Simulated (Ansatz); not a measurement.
CH2AlN (AlH2(CN)): the energy, rung by rung

CH2AlN: 5 atoms, total charge 0, spin state singlet. SMILES: `[H][Al]([H])[C]#N`. The shape comes from GFN2-xTB, which is rough for such elements, and wasn't checked as a minimum.

```xyz
5

Al    0.3533    0.6161    0.0079
H     1.8976    0.6184    0.0587
H    -0.4102    1.9598   -0.0238
C    -0.6347   -1.0958   -0.0147
N    -1.2059   -2.0985   -0.0281
```

Each level gives the energy change with the C4–N5 bond stretched from 1.154 to 2.885 Å (eV). The values are calculated.

```json
{"level": "HF/STO-3G (restricted)", "kind": "Hartree–Fock", "program": "Ansatz", "value (eV)": "17.30", "less FCI/STO-3G": "+8.78"}
{"level": "BLYP/STO-3G (restricted)", "kind": "GGA", "program": "Ansatz", "value (eV)": "13.88", "less FCI/STO-3G": "+5.36"}
{"level": "r2SCAN/STO-3G (restricted)", "kind": "meta-GGA", "program": "Ansatz", "value (eV)": "15.48", "less FCI/STO-3G": "+6.96"}
{"level": "B3LYP/STO-3G (restricted)", "kind": "global hybrid", "program": "Ansatz", "value (eV)": "15.34", "less FCI/STO-3G": "+6.82"}
{"level": "BHLYP/STO-3G (restricted)", "kind": "global hybrid", "program": "Ansatz", "value (eV)": "16.44", "less FCI/STO-3G": "+7.92"}
{"level": "wB97M-V/STO-3G (restricted)", "kind": "range-separated hybrid", "program": "Ansatz", "value (eV)": "16.68", "less FCI/STO-3G": "+8.16"}
{"level": "MP2/STO-3G (restricted)", "kind": "perturbation theory", "program": "Ansatz", "value (eV)": "15.88", "less FCI/STO-3G": "+7.36"}
{"level": "CCSD(T)/STO-3G (unrestricted)", "kind": "coupled cluster or CI", "program": "Ansatz", "value (eV)": "8.49", "less FCI/STO-3G": "-0.03"}
{"level": "FCI/STO-3G", "kind": "exact in the basis", "program": "Ansatz", "value (eV)": "8.52", "less FCI/STO-3G": "0.00"}
```

FCI/STO-3G is exact within its basis and frozen core, so for wave-function methods in that basis the difference is their error; functionals converge differently with the basis, so for them it is only a difference. Spin-restricted single references rise too steeply as a bond breaks, Hartree–Fock most of all. Perturbation and coupled-cluster corrections on them can overshoot downwards. The first shape isn't each level's own minimum. The values span 8.49 to 17.30 eV. Spin contamination of the reference (⟨S²⟩ at least 0.1 too high) touches CCSD(T)/STO-3G. All rows use very small basis sets, so even the best lies far from the true value.

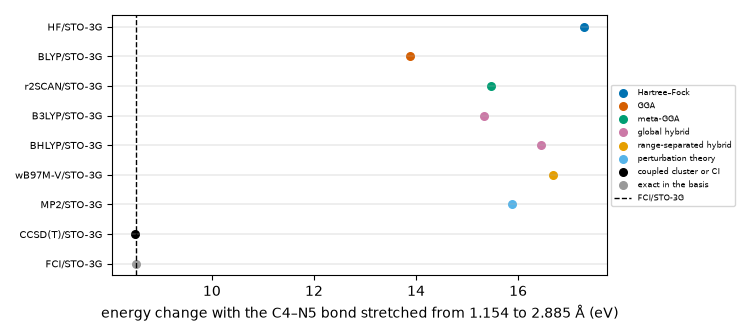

The values of the table, level by level.
